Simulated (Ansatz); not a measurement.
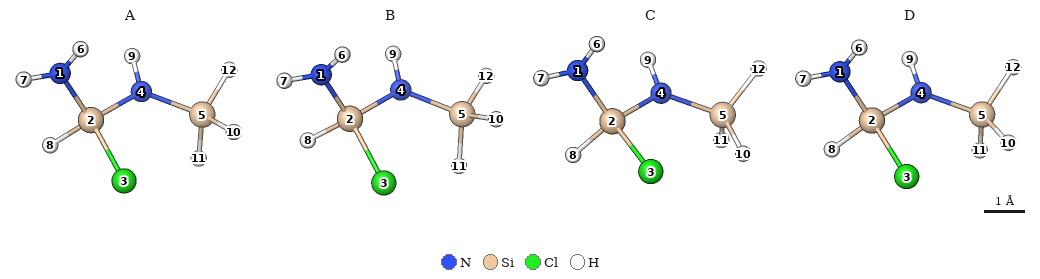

4 geometries from one relaxation of Si2N2H7Cl, in shuffled order. A ball-and-stick model, seen at a tilt.

The start comes from PBE-D4/def2-SVP.

Theory: Ansatz 0.2.0, RKS PBE0-D4/def2-TZVP. (force threshold 0.005 eV/Å; at most 150 steps)

### Order the frames from highest to lowest energy.

C, D, A, B. They are steps 0, 9, 12, 22, at +0.110 eV, +0.033 eV, +0.016 eV relative to the last. Over 21 accepted moves (22 points after the start) the energy falls by 0.110 eV. Largest force component: 0.62 eV/Å at the start, 0.0034 eV/Å at the end. The line search rejected the trial step at point 13 of the run. H11 moves most after the best rigid fit: 1.06 Å. Largest moves by element: H 1.06 Å, Cl 0.69 Å, N 0.20 Å, Si 0.20 Å. Near-neighbour distances that change, for instance: Si2–N4 1.738 → 1.706 Å, N1–Si2 1.728 → 1.698 Å, Si2–Cl3 2.101 → 2.073 Å, Si5–H11 1.509 → 1.484 Å. Among the angles between lasting bonds that change: N4–Si5–H10 108.9° → 112.5°, Si2–N4–H9 111.3° → 114.8°, Si2–N4–Si5 133.2° → 129.9°. Groups turn about N4–Si5 by about 45°.
